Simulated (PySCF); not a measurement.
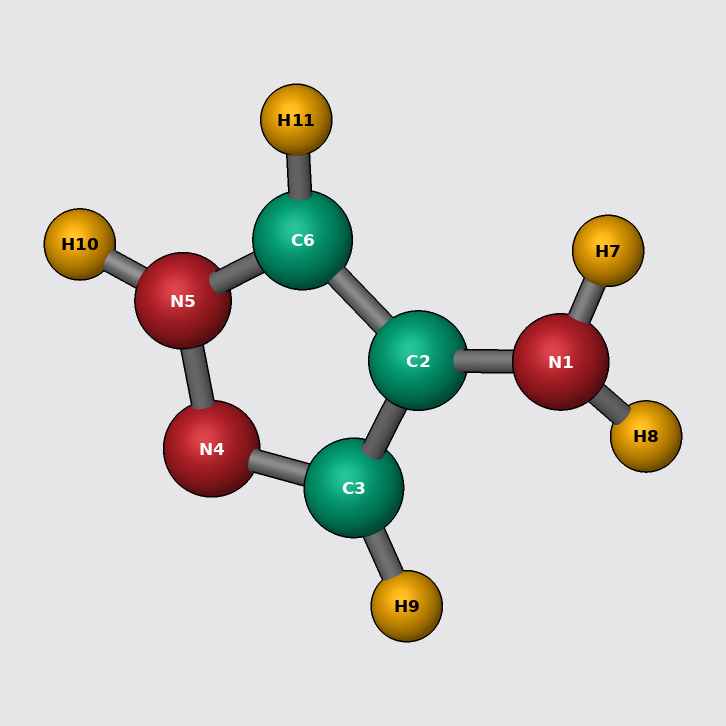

The questions are on isotropic NMR shieldings of the H atoms. Computed geometry: PBE0-D3(BJ)/def2-SVP optimisation. No frequency run is at hand to confirm it as a minimum. Properties computed with GIAO PBE0/pcSseg-1 NMR shielding, non-relativistic, IEF-PCM dichloromethane (PySCF 2.14.0).

Which H atom is the most shielded (lowest chemical shift)?

Answer. H7, H8 (28.44 ppm).

Which H atom is the least shielded (highest chemical shift)?

Answer. H10 (22.18 ppm).

How wide is the range of H shifts?

Answer. 6.26 ppm.

List the isotropic NMR shieldings of the H atoms.

```json
{"atom": "H7", "σ (ppm)": "28.44"}
{"atom": "H8", "σ (ppm)": "28.44"}
{"atom": "H9", "σ (ppm)": "24.11"}
{"atom": "H10", "σ (ppm)": "22.18"}
{"atom": "H11", "σ (ppm)": "24.00"}
```
